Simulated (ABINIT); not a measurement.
# GaAs (F-43m): G0W0 with ABINIT, start to end

Aim: the G0W0 gap of GaAs (F-43m) on PBE, step by step.

Calculated with ABINIT 10.8.3; PBE and many-body steps on it, plane waves.

**What was measured.**

- Gap 1.51 eV: band-edge emission energy from PL (direct gap at Gamma); photoluminescence, 633 nm excitation; 77 K; bulk crystal (MBE GaAs matrix around a thin InAs wetting layer on semi-insulating GaAs (100)) (“Photoluminescence of InAs/GaAs quantum dots under direct two-photon excitation”, 2020, pmc:7331710).

- Gap 1.42 eV: fundamental direct gap E0 at Gamma, seen as sharp points in Psi and Delta; spectroscopic ellipsometry; 300 K; bulk crystal (semi-insulating GaAs (100) substrate) (“Ellipsometric study of the Electronic Structure of GaMnAs and LT-GaAs”, 2004, arxiv:cond-mat/0404304).

- Gap 1.412 ± 0.01 eV: direct gap E0 at Gamma from ellipsometry; variable-angle spectroscopic ellipsometry, parametric critical-point fit; 300 K; bulk crystal (semi-insulating GaAs(001) reference substrate with native oxide) (“Evidence of valence band perturbations in GaAsN/GaAs(001): A combined variable-angle spectroscopic ellipsometry and modulated photoreflectance investigation”, 2008, arxiv:0805.2212).

- Gap 1.42 eV: band-edge photoluminescence emission energy of the GaAs substrate; time-integrated photoluminescence; 300 K; bulk crystal ((001) GaAs substrate beneath GaBiAs epilayers) (“Investigation of the anisotropic electron g factor as a probe of the electronic structure of GaBixAs1-x/GaAs epilayers”, 2014, arxiv:1409.8467).

- Gap 1.418 ± 0.005 eV: direct gap E0 at Gamma from PR; modulated photoreflectance, low-field lineshape fit; 300 K; bulk crystal (semi-insulating GaAs(001) reference substrate) (“Evidence of valence band perturbations in GaAsN/GaAs(001): A combined variable-angle spectroscopic ellipsometry and modulated photoreflectance investigation”, 2008, arxiv:0805.2212).

Report form: the programs' logs are mostly left out.

## 1. The structure

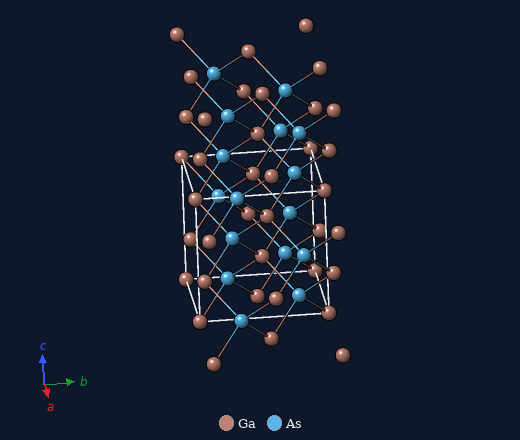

The cell as given, slightly off an axis (gallium pink, arsenic blue). 2×1×2 cells are drawn. This picture shows the conventional cell, with its axes. Bonds to atoms that aren't drawn are left out. Some periodic images of atoms are drawn too.

The cell and positions come from the Crystallography Open Database and are kept as given unless a step says otherwise.

## 2. Ground state

This step: ABINIT 10.8.3; DFT, PBE, plane waves, norm-conserving pseudopotentials.

The ground-state density comes first.

run.abi reads:

```
acell 3*1.0 Angstrom
rprim 
  0.000000000000 2.826850000000 2.826850000000
  2.826850000000 0.000000000000 2.826850000000
  2.826850000000 2.826850000000 -0.000000000000
ntypat 2
znucl 31 33
natom 2
typat 1 2
xred 
  0.000000000000 0.000000000000 0.000000000000
  0.250000000000 0.250000000000 0.250000000000
pp_dirpath "pseudos"
pseudos "Ga.upf, As.upf"
ecut 45
ngkpt 6 6 6
nshiftk 1
shiftk 0 0 0
kptopt 1
chksymbreak 0
nband 27
occopt 1
tolvrs 1e-10
nstep 60
prtwf 0
optforces 0
optstress 0
indata_prefix "in"
outdata_prefix "out"
tmpdata_prefix "tmp"
```

Command:

```bash
OMP_NUM_THREADS=1 mpirun -n 8 abinit run.abi > log
```

Elapsed: 29 s, on 8 MPI ranks of Intel Xeon Platinum 8259CL at 2.50GHz (Skylake/Cascade Lake), shared host; peak memory 0.73 GiB; 3.9 min of CPU time.

This step gave:

```
total energy               : -15063.8764 eV
gap                        : 0.5078 eV
k of the valence top       : 0, 0, 0
k of the conduction bottom : 0, 0, 0
least direct gap           : 0.5078 eV
```

The gap is direct, at Γ.

## 3. Bands along the symmetry lines

Levels along a band path, at the cheap level, show where the edges lie and whether the meshes to come will hold them.

run.abi reads:

```
acell 3*1.0 Angstrom
rprim 
  0.000000000000 2.826850000000 2.826850000000
  2.826850000000 0.000000000000 2.826850000000
  2.826850000000 2.826850000000 -0.000000000000
ntypat 2
znucl 31 33
natom 2
typat 1 2
xred 
  0.000000000000 0.000000000000 0.000000000000
  0.250000000000 0.250000000000 0.250000000000
pp_dirpath "pseudos"
pseudos "Ga.upf, As.upf"
ecut 45
iscf -2
irdden 1
kptopt 0
nkpt 50
kpt 
  0.00000000 0.00000000 0.00000000
  -0.06250000 -0.06250000 0.00000000
  -0.12500000 -0.12500000 0.00000000
  -0.18750000 -0.18750000 0.00000000
  -0.25000000 -0.25000000 0.00000000
  -0.31250000 -0.31250000 0.00000000
  -0.37500000 -0.37500000 0.00000000
  -0.43750000 -0.43750000 0.00000000
  -0.50000000 -0.50000000 0.00000000
  -0.48437500 -0.48437500 0.03125000
  -0.46875000 -0.46875000 0.06250000
  -0.45312500 -0.45312500 0.09375000
  -0.43750000 -0.43750000 0.12500000
  -0.42187500 -0.42187500 0.15625000
  -0.40625000 -0.40625000 0.18750000
  -0.39062500 -0.39062500 0.21875000
  -0.37500000 -0.37500000 0.25000000
  -0.37500000 0.00000000 0.37500000
  -0.32812500 0.00000000 0.32812500
  -0.28125000 0.00000000 0.28125000
  -0.23437500 0.00000000 0.23437500
  -0.18750000 0.00000000 0.18750000
  -0.14062500 0.00000000 0.14062500
  -0.09375000 0.00000000 0.09375000
  -0.04687500 0.00000000 0.04687500
  0.00000000 0.00000000 0.00000000
  0.00000000 0.00000000 0.06250000
  0.00000000 0.00000000 0.12500000
  0.00000000 0.00000000 0.18750000
  0.00000000 0.00000000 0.25000000
  0.00000000 0.00000000 0.31250000
  0.00000000 0.00000000 0.37500000
  0.00000000 0.00000000 0.43750000
  -0.00000000 -0.00000000 0.50000000
  -0.06250000 -0.03125000 0.46875000
  -0.12500000 -0.06250000 0.43750000
  -0.18750000 -0.09375000 0.40625000
  -0.25000000 -0.12500000 0.37500000
  -0.31250000 -0.15625000 0.34375000
  -0.37500000 -0.18750000 0.31250000
  -0.43750000 -0.21875000 0.28125000
  -0.50000000 -0.25000000 0.25000000
  -0.50000000 -0.28125000 0.21875000
  -0.50000000 -0.31250000 0.18750000
  -0.50000000 -0.34375000 0.15625000
  -0.50000000 -0.37500000 0.12500000
  -0.50000000 -0.40625000 0.09375000
  -0.50000000 -0.43750000 0.06250000
  -0.50000000 -0.46875000 0.03125000
  -0.50000000 -0.50000000 0.00000000
istwfk *1
nband 29
nbdbuf 2
tolwfr 1e-08
nstep 40
prtwf 0
prtvol 0
indata_prefix "in"
outdata_prefix "out"
tmpdata_prefix "tmp"
```

It took 40 s on 8 MPI ranks; peak memory 0.68 GiB; 5.3 min of CPU time.

Numbers from this step:

```
gap                        : 0.5078 eV
k of the valence top       : 0, 0, 0
k of the conduction bottom : 0, 0, 0
least direct gap           : 0.5078 eV
```

The gap is 0.508 eV, as in the run before at this level.

Electronic bands along the path, in eV, zero at the top of the highest filled band:

| point | band 19 | band 20 | band 21 | band 22 | band 23 | band 24 | band 25 | band 26 |
| --- | --- | --- | --- | --- | --- | --- | --- | --- |
| Γ | -12.73 | 0.00 | 0.00 | 0.00 | 0.51 | 3.74 | 3.74 | 3.74 |
| X | -10.23 | -6.82 | -2.68 | -2.68 | 1.47 | 1.66 | 10.18 | 10.18 |
| U | -10.27 | -6.63 | -3.86 | -2.26 | 1.97 | 4.64 | 7.96 | 8.07 |
| jump to K | -10.27 | -6.63 | -3.86 | -2.26 | 1.97 | 4.64 | 7.96 | 8.07 |
| Γ | -12.73 | 0.00 | 0.00 | 0.00 | 0.51 | 3.74 | 3.74 | 3.74 |
| L | -10.97 | -6.64 | -1.14 | -1.14 | 1.00 | 4.65 | 4.65 | 7.76 |
| W | -10.17 | -6.63 | -3.53 | -3.34 | 4.62 | 4.73 | 5.42 | 6.05 |
| X | -10.23 | -6.82 | -2.68 | -2.68 | 1.47 | 1.66 | 10.18 | 10.18 |

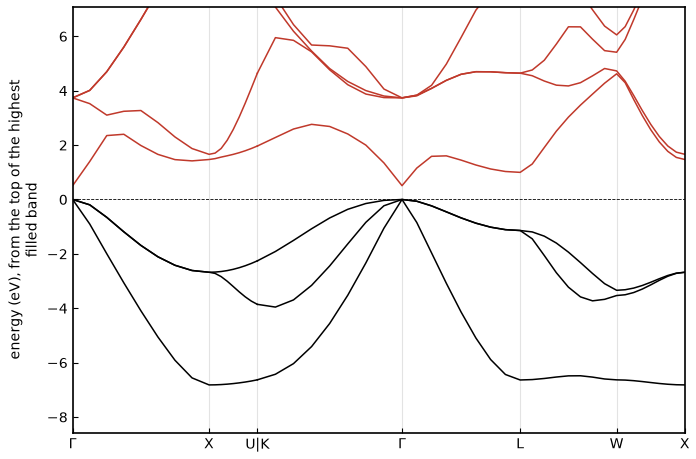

Electronic bands along the path; lines of filled and empty bands in two colours.

## 4. Empty states on the mesh, 4×4×4 mesh, 103 bands

The sums over transitions need many empty states on a uniform mesh; this step solves for them.

run.abi reads:

```
acell 3*1.0 Angstrom
rprim 
  0.000000000000 2.826850000000 2.826850000000
  2.826850000000 0.000000000000 2.826850000000
  2.826850000000 2.826850000000 -0.000000000000
ntypat 2
znucl 31 33
natom 2
typat 1 2
xred 
  0.000000000000 0.000000000000 0.000000000000
  0.250000000000 0.250000000000 0.250000000000
pp_dirpath "pseudos"
pseudos "Ga.upf, As.upf"
ecut 45
ngkpt 4 4 4
nshiftk 1
shiftk 0 0 0
kptopt 1
chksymbreak 0
iscf -2
irdden 1
istwfk *1
nband 103
nbdbuf 8
tolwfr 1e-09
nstep 60
prtvol 0
indata_prefix "in"
outdata_prefix "out"
tmpdata_prefix "tmp"
```

Run time: 28 s. Hardware: 8 MPI ranks; peak memory 0.67 GiB.

Numbers from this step:

```
gap                                                           : 0.5078 eV
k of the valence top                                          : 0, 0, 0
k of the conduction bottom                                    : 0, 0, 0
least direct gap                                              : 0.5078 eV
k points computed                                             : 8
lowest point of the top converged band, above the valence top : 70.7099 eV
```

On this mesh the gap is 0.508 eV.

## 5. Screening, 4×4×4 mesh, 95 bands, screening to 136.1 eV

The RPA dielectric matrix is built and inverted for each q.

This step: RPA screening on PBE, plane waves, norm-conserving pseudopotentials.

Changes to run.abi since step 4:

```diff
@@ -20,10 +20,11 @@
 chksymbreak 0
-iscf -2
-irdden 1
 istwfk *1
-nband 103
-nbdbuf 8
-tolwfr 1e-09
-nstep 60
-prtvol 0
+occopt 1
+irdwfk 1
+optdriver 3
+nband 95
+ecuteps 5
+inclvkb 2
+awtr 1
+symchi 1
 indata_prefix "in"
```

Run time: 52 s. Hardware: 8 MPI ranks; peak memory 1.9 GiB; 6.9 min of CPU time.

This step gave:

```yaml
eps_infinity_with_local_fields_on_this_mesh_along_the_program_s_q_direction: 140.4
the_same_without_local_fields: 149.6
plasma_frequency: 36.65 eV
plane_waves_in_the_screening_matrix: 169
```

Local fields lower ε∞ by 6 %. The value itself is an artefact of the mesh, where one narrow direct gap carries too much weight.

## 6. Self-energy, 4×4×4 mesh, 95 bands, screening to 136.1 eV

The self-energy is evaluated for the states that the input lists, and the levels follow from it, in one-shot runs by the linearised quasiparticle equation.

This step: G0W0 on PBE, plane waves, norm-conserving pseudopotentials.

Changes to run.abi since step 5:

```diff
@@ -23,8 +23,15 @@
 irdwfk 1
-optdriver 3
+optdriver 4
 nband 95
+gwcalctyp 0
+ecutsigx 45
+symsigma 1
+nkptgw 1
+kptgw 
+  0.0000000000 0.0000000000 0.0000000000
+bdgw 
+  20 26
 ecuteps 5
-inclvkb 2
-awtr 1
-symchi 1
+irdscr 1
+ppmodel 1
 indata_prefix "in"
```

Wall time 12 s (8 MPI ranks); peak memory 1.2 GiB; 93 s of CPU time.

Numbers from this step:

| Quantity | Value |
| --- | --- |
| G0W0 gap on the points computed | 1.150 eV |
| starting gap on the mesh | 0.5078 eV |
| k of the valence top | 0, 0, 0 |
| k of the conduction bottom | 0, 0, 0 |
| Z at the valence top | 0.798 |
| Z at the conduction bottom | 0.802 |
| least direct G0W0 gap on the computed points | 1.150 eV |

The gap on the mesh goes from 0.51 eV to 1.15 eV, a correction of +0.64 eV.

Limits: finite bands, cutoff and mesh; no spin-orbit coupling; coarse k mesh. v1 is the top filled band, c1 the lowest empty one. Levels before and after the correction, in eV, zero at the valence-band top of each column:

|  | conduction bottom | valence top |
| --- | --- | --- |
| Kohn-Sham | 0.51 | 0.00 |
| G0W0 | 1.15 | 0.00 |

|  | level | energy (eV) |
| --- | --- | --- |
| Kohn-Sham | Γ v3-v1 | 0.000 |
| Kohn-Sham | Γ c1 | 0.508 |
| Kohn-Sham | Γ c2-c4 | 3.737 |
| G0W0 | Γ v3-v1 | 0.000 |
| G0W0 | Γ c1 | 1.150 |
| G0W0 | Γ c2-c4 | 4.253 |

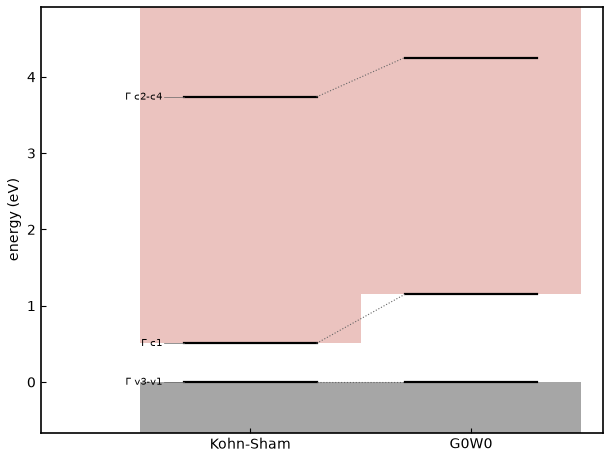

Levels before and after the correction. Shaded: valence and conduction bands.

## 7. Where the time went

Times are wall times on 8 MPI ranks of Intel Xeon Platinum 8259CL at 2.50GHz (Skylake/Cascade Lake), shared host, good to a factor of about two.

| step | time | share | memory (GiB) |
| --- | --- | --- | --- |
| ground state | 29 s | 18 % | 0.73 |
| bands along the symmetry lines | 40 s | 25 % | 0.68 |
| empty states on the mesh | 28 s | 17 % | 0.67 |
| screening | 52 s | 32 % | 1.9 |
| self-energy | 12 s | 7 % | 1.2 |

## 8. Results

| Property | Result |
| --- | --- |
| PBE gap | 0.51 eV, direct |
| G0W0 gap on the mesh | 1.15 eV |
| GW settings | 4×4×4 mesh, 95 bands, screening to 136.1 eV, Godby-Needs plasmon pole |
| known limits | not at the basis limit; screening runs away on this mesh; no spin-orbit coupling; coarse k mesh |

In words: G0W0 moves the gap on the mesh from 0.51 eV to 1.15 eV (+0.64 eV), with Z of 0.80 and 0.80 at the edges. Local fields lower the RPA ε∞ on this mesh from 149.56 to 140.44; a Γ-centred mesh this coarse tends to raise both, most where the direct gap is narrow, while a short band sum lowers them. Only 1 of the mesh's irreducible points was corrected, so a valley elsewhere could overtake. Against experiment, by G0W0@PBE: the direct gap of 1.15 eV lies −0.36 eV from the measured 1.51 eV (exciton, 77 K, 2020); the direct gap of 1.15 eV lies −0.27 eV from the measured 1.42 eV (direct, 300 K, 2004); the direct gap of 1.15 eV lies −0.26 eV from the measured 1.412 ± 0.01 eV (direct, 300 K, 2008); the direct gap of 1.15 eV lies −0.27 eV from the measured 1.42 eV (exciton, 300 K, 2014); the direct gap of 1.15 eV lies −0.27 eV from the measured 1.418 ± 0.005 eV (direct, 300 K, 2008). An exciton line or allowed optical edge lies below the quasiparticle gap by the binding energy; a forbidden edge can push the onset above it. The calculation has static nuclei and no excitons; a measured gap holds zero-point and thermal motion, which mostly lowers it. Bands and cutoff are finite, so the gap is not at the basis limit. The miss can reach some tenths of an eV and take either sign; the mesh is an error of its own. In the G0W0 run levels were corrected at 1 k point alone, so a gap called «on the mesh» is the least over those, and an edge elsewhere would be missed. The 4×4×4 mesh is coarse for this cell, which bears on the long-range parts of exchange and screening. On this mesh the RPA ε∞ passes 90, more than nearly any semiconductor shows; a coarse mesh does this where one point with a narrow direct gap carries much weight. The screening is then too strong, and the G0W0 gap should not be taken as the material's. The many-body steps are scalar-relativistic: spin-orbit coupling is not in them.

[Paths, hosts, dates, memory and timing lines, banners, echoed tables and standing remarks are left out of the program output.]

[Logs are printed without paths, hosts, clocks, repeated set-up lines and the standing remarks that a program may print on its own settings, such as how far it seeks lower states.]

[Runs of the session that timed out or met a known fault of the program may be left out.]

[No measured gap is set beside runs whose start may be inverted or whose files or cutoffs have a known fault.]

[Hosts, paths, dates, database ids (printed as entryN), source tags and the programs' standing remarks are cut or masked in the printed files.]

[G0W0 gaps are taken among the corrected bands and points alone; a level outside them can change the order at an edge.]

[Where Ansatz stands beside ABINIT at settings called matched, ABINIT's density can come from a denser mesh and the files from another edition; pairs whose starting gaps differed by over 0.03 eV were left out, so agreement reads better than it is.]
